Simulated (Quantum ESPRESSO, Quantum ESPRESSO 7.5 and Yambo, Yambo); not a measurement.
## Beyond one shot: CdF2 (Fm-3m)

Aim: iterate the self-energy on CdF2 (Fm-3m) and follow the gap from cycle to cycle.

Main program and level: Quantum ESPRESSO 7.5 and Yambo 5.3.0; PBE and many-body steps on it, plane waves.

### 1. Starting point

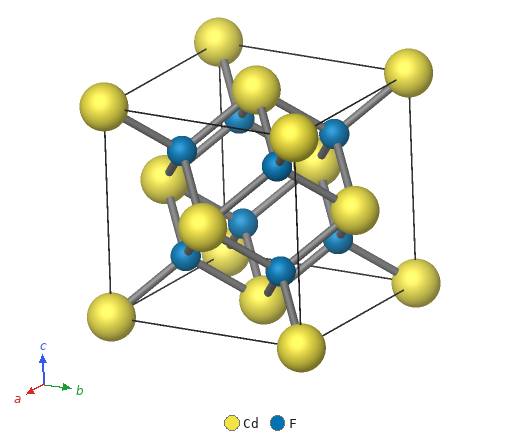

The starting structure, seen slightly off an axis (cadmium yellow, fluorine blue). This picture shows the conventional cell, with its axes. Some periodic images of atoms are drawn too.

As a file:

```cif
data_structure
_symmetry_space_group_name_H-M 'P 1'
_symmetry_Int_Tables_number 1
_cell_length_a 3.8099
_cell_length_b 3.8099
_cell_length_c 3.8099
_cell_angle_alpha 60.000
_cell_angle_beta 60.000
_cell_angle_gamma 60.000
_cell_volume 39.10
loop_
_atom_site_label
_atom_site_type_symbol
_atom_site_fract_x
_atom_site_fract_y
_atom_site_fract_z
_atom_site_occupancy
Cd1 Cd 0.00000 0.00000 0.00000 1
F2 F 0.25000 0.25000 0.25000 1
F3 F 0.75000 0.75000 0.75000 1
```

The cell and positions come from the Crystallography Open Database and are kept as given unless a step says otherwise.

### 2. Empty states on the mesh, 4×4×4 mesh, 141 bands

This step: Quantum ESPRESSO 7.5; DFT, PBE, plane waves, norm-conserving pseudopotentials.

The sums over transitions need many empty states on a uniform mesh; this step solves for them.

Input file pw.in:

```
&control
  calculation = 'nscf'
  prefix = 'x'
  outdir = 'o'
  pseudo_dir = 'pseudo'
/
&system
  ibrav = 0
  nat = 3
  ntyp = 2
  ecutwfc = 94.0
  nbnd = 141
  force_symmorphic = .true.
/
&electrons
  conv_thr = 1e-9
  electron_maxstep = 80
  diago_full_acc = .true.
  diago_thr_init = 5e-6
/
ATOMIC_SPECIES
  Cd 112.41 Cd.upf
  F 18.998 F.upf
CELL_PARAMETERS angstrom
  0.0000000000 2.6940000000 2.6940000000
  2.6940000000 0.0000000000 2.6940000000
  2.6940000000 2.6940000000 -0.0000000000
ATOMIC_POSITIONS crystal
  Cd 0.0000000000 0.0000000000 0.0000000000
  F 0.2500000000 0.2500000000 0.2500000000
  F 0.7500000000 0.7500000000 0.7500000000
K_POINTS automatic
  4 4 4 0 0 0
```

The run is started by

```bash
> OMP_NUM_THREADS=1 mpirun -n 4 pw.x -nk 4 -in pw.in > pw.out
```

What it wrote:

```text
Program PWSCF v.7.5 starts

     This program is part of the open-source Quantum ESPRESSO suite
     for quantum simulation of materials; please cite
         "P. Giannozzi et al., J. Phys.:Condens. Matter 21 395502 (2009);
         "P. Giannozzi et al., J. Phys.:Condens. Matter 29 465901 (2017);
         "P. Giannozzi et al., J. Chem. Phys. 152 154105 (2020);
     in publications or presentations arising from this work. More details at

     Atomic positions and unit cell read from directory:
     o/x.save/

     Message from routine setup:
[...]
77.7756  78.0206  79.5497  79.5497  79.7154  79.7154  80.7871  80.7871
     [... 6 further rows ...]
   118.4126 118.4126 118.5381 118.5381 118.6324 119.4958 119.4958 123.1511
   123.8048 123.8048 124.9176 125.5191 126.8669

          k = 0.3536 0.0000 0.0000 (  4064 PWs)   bands (ev):

     [... further k-points ...]

     highest occupied, lowest unoccupied level (ev):     6.5299    9.6539

     XML data file, pseudopotentials, collected wavefunctions

=------------------------------------------------------------------------------=
   JOB DONE.
=------------------------------------------------------------------------------=
```

Wall time 16 s (4 MPI ranks of Intel Xeon Platinum 8259CL at 2.50GHz (Skylake/Cascade Lake), shared host); peak memory 0.43 GiB; 62 s of CPU time.

Numbers from this step:

| Quantity | Value |
| --- | --- |
| gap | 3.124 eV |
| k of the valence top | 0.25, -0.5, -0.25 |
| k of the conduction bottom | 0, 0, 0 |
| least direct gap | 3.619 eV |
| k points computed | 8 |
| lowest point of the top converged band, above the valence top | 119.0349 eV |

On this mesh the gap is 3.124 eV.

The density comes from a self-consistent run that is not shown.

### 3. Conversion and set-up

This step: Yambo 5.3.0; conversion and set-up on PBE, plane waves, norm-conserving pseudopotentials.

The states are converted to the many-body program's format and the q mesh is built.

The run is started by

```bash
> (cd o/x.save; p2y > p2y.log; mv SAVE ../..); yambo > setup.log
```

What it wrote:

```text
 Yambo, version 5.3.0

 [02] CORE Variables Setup
 =========================

  [02.01] Unit cells
  ==================

  Cell kind             :  FCC
  Atoms in the cell     :  Cd  F
  number of Cd atoms    :  1
  number of F  atoms    :  2

  List of atomic masses
  Mass of Cd    :  112.4100
  Mass of F     :  18.99800

  List of atomic coordinates    : [cc]
  Cd1       :  0.000000  0.000000  0.000000  order 1
  F1       :  2.545461  2.545461  2.545461  order 2
  F2       :  7.636383  7.636383  7.636383  order 3

  Alat factors          :  5.090922  5.090922  5.090922 [a.u.]
[...]
==========================================

 IBZ Q-points                                      :   8
 BZ  Q-points                                      :   64

 K/Q-points units:
 rlu = crystal or reduced units; cc = cartesian coordinates; iku = interal k-units

 Q [1]          [rlu]:  0.000000  0.000000  0.000000
 Q [2]          [rlu]:  0.14198E-16 -0.27435E-16  0.25000
 Q [3]          [rlu]: -0.28396E-16  0.54870E-16 -0.50000
[...]
Q [7]          [rlu]: -0.13177E-16 -0.50000     -0.50000
 Q [8]          [rlu]:  0.250000 -0.500000 -0.250000

  [03.01] X indexes
  =================

   [03.01.01] Sigma indexes
   ========================

 [06] Game Over & Game summary
```

Wall time 5 s (1 MPI rank); peak memory 0.25 GiB.

### 4. G0W0

G0W0 replaces the xc potential by the self-energy, built once from these orbitals. Only a window of levels is corrected, while the sums run over the empty bands that the input names.

This step: G0W0 on PBE, plane waves, norm-conserving pseudopotentials.

Input file gw1.in:

```
HF_and_locXC
gw0
dyson
ppa
em1d
rim_cut
RandQpts= 1000000
RandGvec= 1 RL
EXXRLvcs= 94 Ry
VXCRLvcs= 376 Ry
Chimod= "HARTREE"
% BndsRnXp
 1 | 141 |
%
NGsBlkXp= 15 Ry
% LongDrXp
 1 | 1 | 1 |
%
% GbndRnge
 1 | 141 |
%
DysSolver= "n"
ExtendOut
PPAPntXp= 27.21138 eV
% QPkrange
 8 | 8 | 16 | 19 |
 1 | 1 | 16 | 19 |
%
```

The run is started by

```bash
> OMP_NUM_THREADS=1 mpirun -n 4 yambo -F gw1.in -J gw1 -C gw1 > gw1.log
```

What it wrote:

```text
 Yambo, version 5.3.0

 [02] CORE Variables Setup
 =========================

  [... cell, symmetries and grids as in the set-up ...]

  [02.05] Energies & Occupations
  ==============================

  [X] === General ===
  [X] Electronic Temperature                        :  0.000000  0.000000 [eV K]
  [X] Bosonic    Temperature                        :  0.000000  0.000000 [eV K]
  [X] Finite Temperature mode                       : no
  [X] El. density                                   :  0.86947E+24 [cm-3]
  [X] Fermi Level                                   :  6.529887 [eV]

  [X] === Gaps and Widths ===
  [X] Conduction Band Min                           :  3.123994 [eV]
  [X] Valence Band Max                              :  0.000000 [eV]
  [X] Filled Bands                                  :  17
  [X] Empty Bands                                   :   18  141
  [X] Direct Gap                                    :  3.619366 [eV]
  [X] Direct Gap localized at k                     :  1
  [X] Indirect Gap                                  :  3.123994 [eV]
  [X] Indirect Gap between kpts                     :   8   1
  [X] Last valence band width                       :  0.495373 [eV]
  [X] 1st conduction band width                     :  4.976967 [eV]

 [03] Transferred momenta grid and indexing
 ==========================================

 IBZ Q-points                                      :   8
 BZ  Q-points                                      :   64

 K/Q-points units:
 rlu = crystal or reduced units; cc = cartesian coordinates; iku = interal k-units

 Q [1]          [rlu]:  0.000000  0.000000  0.000000
 Q [2]          [rlu]:  0.14198E-16 -0.27435E-16  0.25000
 Q [3]          [rlu]: -0.28396E-16  0.54870E-16 -0.50000
 Q [4]          [rlu]:  0.65886E-17  0.25000      0.25000
 Q [5]          [rlu]: -0.68688E-17  0.25000      0.50000
 Q [6]          [rlu]:  0.27115E-16  0.25000     -0.25000
 Q [7]          [rlu]: -0.13177E-16 -0.50000     -0.50000
 Q [8]          [rlu]:  0.250000 -0.500000 -0.250000

 [04] Coloumb potential Random Integration (RIM)
 ===============================================

  [04.01] RIM initialization
  ==========================

  * Diagonal components only detected *

  8 x (sBL volume)        :  0.117498 [a.u.]
  sBZ random points       :  1000000
  Points outside the sBZ  :   7999624
  RL volume               :  0.939984 [a.u.]
  Integrated volume       :  0.940028 [a.u.]

  [04.02] RIM integrals
  =====================

  Gamma point sphere radius             :  0.088844 [a.u.]
  Points outside the sphere             :   799635
  [Int_sBZ(q=0) 1/q^2]*(Vol_sBZ)^(-1/3) =:  7.763403
                                 should be <:  7.795600

  Summary of Coulomb integrals for non-metallic bands |Q|[au] RIM/Bare

  Q [1] 0.100000E-4 0.995870 * Q [2] 0.267211 1.065611
  Q [4] 0.308548 1.063726 * Q [6] 0.436353 1.025826
  Q [5] 0.511670 1.019349 * Q [3] 0.534422 1.016307
  Q [7] 0.617097 1.012926 * Q [8] 0.689935 1.009939

 [05] Dipoles
 ============

  [05.01] Setup: observables and procedures
  =========================================

 [06] Dynamic Dielectric Matrix (PPA)
 ====================================

 [WR./gw1//ndb.pp]---------------------------------------------------------------
  Brillouin Zone Q/K grids (IBZ/BZ)                :    8   64    8   64
  RL vectors                                       :   4957 [WF]
  Coulomb cutoff potential                         : none
  Electronic Temperature                           :  0.000000 [K]
  Bosonic    Temperature                           :  0.000000 [K]
  PPA    diel. fun.  energies                      : Perdew, Burke & Ernzerhof(X)+Perdew, Burke & Ernzerhof(C)
  wavefunctions                                    : Perdew, Burke & Ernzerhof(X)+Perdew, Burke & Ernzerhof(C)
  Global Gauge                                     : length
  X matrix size                                    :  283
  X band range                                     :    1  141
  X e/h energy range                               : -1.000000 -1.000000 [eV]
  X Time ordering                                  : R
  X Hxc Kernel                                     : HARTREE
  X Drude frequency                                :  0.000000  0.000000
  X poles                                          :  100.0000 [o/o]
  RL vectors in the sum                            :   4957
  [r,Vnl] included                                 : yes
  Field direction                                  :  0.577350E-5  0.577350E-5  0.577350E-5
  BZ energy Double Grid                            : no
  BZ energy DbGd points                            : 0
  BZ Q point size factor                           : -1.000000
  X Optical Averaged directions                    : none

 [07] Local Exchange-Correlation + Non-Local Fock
 ================================================

 [VXC] Plane waves :   32647
 [EXS] Plane waves :   4111

 QP @ state[ 1 ] K range:  1  1
 QP @ state[ 1 ] b range:  16  19
 QP @ state[ 2 ] K range:   8   8
 QP @ state[ 2 ] b range:  16  19

 [xc] Functional : Perdew, Burke & Ernzerhof(X)+Perdew, Burke & Ernzerhof(C)
 [xc] LIBXC used to calculate xc functional
  PP Number of Atomic Species                      :  2
  NLCC RL compoments                               :   32647
  PP Number of Atomic Species                      :  2
  NLCC RL compoments                               :   32647

 [xc] E_xc :  -24.65860 [Ha]
      E_xc :  -49.31721 [Ry]

  Local XC kind (lXC) : Perdew, Burke & Ernzerhof(X)+Perdew, Burke & Ernzerhof(C)
  Non-Local XC kind (nlXC) : Hartree-Fock

  Corrections @ K [1] :  [eV]
 <16|nlXC|16> = -32.28240  0.86364E-17 <16|lXC|16> = -24.99306  0.000000
 <17|nlXC|17> = -32.28239  0.12203E-17 <17|lXC|17> = -24.99306  0.000000
 <18|nlXC|18> = -7.990551 -0.36538E-17 <18|lXC|18> = -12.40280  0.000000
 <19|nlXC|19> = -4.689422  0.35616E-18 <19|lXC|19> = -10.20232  0.000000

  Corrections @ K [8] :  [eV]
 <16|nlXC|16> = -30.52773  0.59190E-17 <16|lXC|16> = -23.13818  0.000000
 <17|nlXC|17> = -31.53442 -0.15207E-17 <17|lXC|17> = -24.39237 -0.23602E-16
 <18|nlXC|18> = -10.76329  0.73469E-18 <18|lXC|18> = -16.75171  0.000000
 <19|nlXC|19> = -6.368119  0.20544E-17 <19|lXC|19> = -10.95815  0.000000

  [07.01] Hartree-Fock occupations report
  =======================================

  [Hartree-Fock] === General ===
  [Hartree-Fock] Electronic Temperature             :  0.000000  0.000000 [eV K]
  [Hartree-Fock] Bosonic    Temperature             :  0.000000  0.000000 [eV K]
  [Hartree-Fock] Finite Temperature mode            : no
  [Hartree-Fock] El. density                        :  0.86947E+24 [cm-3]
  [Hartree-Fock] Fermi Level                        :  6.529887 [eV]

  [Hartree-Fock] === Gaps and Widths ===
  [Hartree-Fock] Conduction Band Min                :  4.990525 [eV]
  [Hartree-Fock] Valence Band Max                   : -0.088828 [eV]
  [Hartree-Fock] Filled Bands                       :  17
  [Hartree-Fock] Empty Bands                        :   18  141
  [Hartree-Fock] Direct Gap                         :  5.439230 [eV]
  [Hartree-Fock] Direct Gap localized at k          :  2
  [Hartree-Fock] Indirect Gap                       :  5.079353 [eV]
  [Hartree-Fock] Indirect Gap between kpts          :   7   2
  [Hartree-Fock] Last valence band width            :  7.695873 [eV]
  [Hartree-Fock] 1st conduction band width          :  9.098857 [eV]

 [08] Dyson equation: Newton solver
 ==================================

  [08.01] G0W0 (W PPA)
  ====================

  [  GW  ] Bands range     :    1  141
  [GW/PPA] G damping       :  0.100000 [eV]

  QP @ state[ 1 ] K range:  1  1
  QP @ state[ 1 ] b range:  16  19
  QP @ state[ 2 ] K range:   8   8
  QP @ state[ 2 ] b range:  16  19

   Sc/G bands                                       :    1  141
   Sc/G damping                                     :  0.100000 ev
   Sc bands terminator                              : no
   Sx RL components                                 :   4111

   QP @ state[ 1 ] K range                          :  1  1
   QP @ state[ 1 ] b range                          :  16  19
   QP @ state[ 2 ] K range                          :   8   8
   QP @ state[ 2 ] b range                          :  16  19
   GF energies kind                                 : Perdew, Burke & Ernzerhof(X)+Perdew, Burke & Ernzerhof(C)
   GF WF`s kind                                     : Perdew, Burke & Ernzerhof(X)+Perdew, Burke & Ernzerhof(C)
   Xs energies kind                                 : Perdew, Burke & Ernzerhof(X)+Perdew, Burke & Ernzerhof(C)
   Xs WF`s kind                                     : Perdew, Burke & Ernzerhof(X)+Perdew, Burke & Ernzerhof(C)

 [11] Game Over & Game summary
```

Wall time 6.3 min (4 MPI ranks); peak memory 1.8 GiB.

This step gave:

* G0W0 gap on the points computed: 5.343 eV
* starting gap on the mesh: 3.124 eV
* k of the valence top: 0.25, -0.5, -0.25
* k of the conduction bottom: 0, 0, 0
* least direct G0W0 gap on the computed points: 6.106 eV
* Z at the valence top: 0.7954
* Z at the conduction bottom: 0.8693

The gap on the mesh goes from 3.12 eV to 5.34 eV, a correction of +2.22 eV.

### 5. evGW0, cycle 1

This step: evGW0 on PBE, plane waves, norm-conserving pseudopotentials.

gw3.in, as its differences from gw1.in of step 4:

```diff
@@ -25,4 +25,4 @@
 % QPkrange
- 8 | 8 | 16 | 19 |
- 1 | 1 | 16 | 19 |
+ 1 | 8 | 15 | 20 |
 %
+GfnQPdb= "E < ./gw2/ndb.QP"
```

The run is started by

```bash
> OMP_NUM_THREADS=1 mpirun -n 4 yambo -F gw3.in -J gw3,gw1_W -C gw3 > gw3.log
```

What it wrote:

```text
 Yambo, version 5.3.0

 [02] CORE Variables Setup
 =========================

  [... cell, symmetries and grids as in the set-up ...]

  [02.05] Energies & Occupations
  ==============================

  [X] === General ===
  [X] Electronic Temperature                        :  0.000000  0.000000 [eV K]
  [X] Bosonic    Temperature                        :  0.000000  0.000000 [eV K]
  [X] Finite Temperature mode                       : no
  [X] El. density                                   :  0.86947E+24 [cm-3]
  [X] Fermi Level                                   :  6.529887 [eV]

  [X] === Gaps and Widths ===
  [X] Conduction Band Min                           :  3.123994 [eV]
  [X] Valence Band Max                              :  0.000000 [eV]
  [X] Filled Bands                                  :  17
  [X] Empty Bands                                   :   18  141
  [X] Direct Gap                                    :  3.619366 [eV]
  [X] Direct Gap localized at k                     :  1
  [X] Indirect Gap                                  :  3.123994 [eV]
  [X] Indirect Gap between kpts                     :   8   1
  [X] Last valence band width                       :  0.495373 [eV]
  [X] 1st conduction band width                     :  4.976967 [eV]

 [03] Transferred momenta grid and indexing
 ==========================================

 IBZ Q-points                                      :   8
 BZ  Q-points                                      :   64

 K/Q-points units:
 rlu = crystal or reduced units; cc = cartesian coordinates; iku = interal k-units

 Q [1]          [rlu]:  0.000000  0.000000  0.000000
 Q [2]          [rlu]:  0.14198E-16 -0.27435E-16  0.25000
 Q [3]          [rlu]: -0.28396E-16  0.54870E-16 -0.50000
[...]
[G+QP] Indirect Gap                               :  5.343466 [eV]
  [G+QP] Indirect Gap between kpts                  :   8   1
  [G+QP] Last valence band width                    :  0.762254 [eV]
  [G+QP] 1st conduction band width                  :  5.982914 [eV]

  [coarse-grid] Minimum Bare Gap        [ev]:  3.123994
  [coarse-grid] Minimum Gap Correction  [ev]:  2.219473

  Eqp @ K [1]
  -114.0214  -68.9843  -68.9843  -68.9843  -24.0616  -22.7872   -6.5353   -6.5353
  -6.535321 -5.145870 -5.145870 -1.186931 -1.186931 -1.186931 -0.762258 -0.762274
   -0.76225   5.34347  15.16073  15.16403  15.34170  20.25481  22.48729  22.48729
[...]
Eqp @ K [2]
[...]
Eqp @ K [3]
[...]
Eqp @ K [4]
[...]
Eqp @ K [5]
[...]
[... 2 further k-points ...]
  Eqp @ K [8]
[...]
23.69991  27.56079  27.56079  31.52527  31.74118  31.74118  32.00423  32.22607
   33.56347  36.32519  37.99216  39.60538  39.60538  40.19358  40.19358  40.81529

 [07] Dipoles
 ============

  [07.01] Setup: observables and procedures
  =========================================

 [08] Dynamic Dielectric Matrix (PPA)
 ====================================

   Sc/G bands                                       :    1  141
   Sc/G damping                                     :  0.100000 ev
   Sc bands terminator                              : no
   Sx RL components                                 :   4111

   QP @ state[ 1 ] K range                          :   1   8
   QP @ state[ 1 ] b range                          :  15  20
   GF energies kind                                 : Perdew, Burke & Ernzerhof(X)+Perdew, Burke & Ernzerhof(C)+ E < ./gw2/ndb.QP + @E Fit
   GF WF`s kind                                     : Perdew, Burke & Ernzerhof(X)+Perdew, Burke & Ernzerhof(C)
   Xs energies kind                                 : Perdew, Burke & Ernzerhof(X)+Perdew, Burke & Ernzerhof(C)
   Xs WF`s kind                                     : Perdew, Burke & Ernzerhof(X)+Perdew, Burke & Ernzerhof(C)

 [13] Game Over & Game summary
```

Wall time 12 min (4 MPI ranks); peak memory 1.8 GiB; 48 min of CPU time.

This step gave:

```
quasiparticle gap on the mesh                         : 5.601 eV
gap of the density functional on the mesh             : 3.124 eV
k of the valence top                                  : 0.25, -0.5, -0.25
k of the conduction bottom                            : 0, 0, 0
least direct quasiparticle gap on the computed points : 6.390 eV
Z at the valence top                                  : 0.7998
Z at the conduction bottom                            : 0.8830
```

Against G0W0 in Yambo (4×4×4 mesh, 141 bands, screening to 204.1 eV, Godby-Needs plasmon pole), the gap moves by +0.258 eV.

The program's own table gives 5.861 eV, which is too large where the input levels are shifted: this version takes Σc at the unshifted level E₀, yet steps from the shifted one. The value above is the Newton step from E₀, E₀ + Z(Σc + Σx − Vxc), rebuilt from the printed columns.

(Part 1 of 2 ends here.)

[Paths, hosts, dates, memory and timing lines, banners, echoed tables and standing remarks are left out of the program output.]

[Logs are printed without paths, hosts, clocks, repeated set-up lines and the standing remarks that a program may print on its own settings, such as how far it seeks lower states.]

[Runs of the session that timed out or met a known fault of the program may be left out.]

[Hosts, paths, dates, database ids (printed as entryN), source tags and the programs' standing remarks are cut or masked in the printed files.]
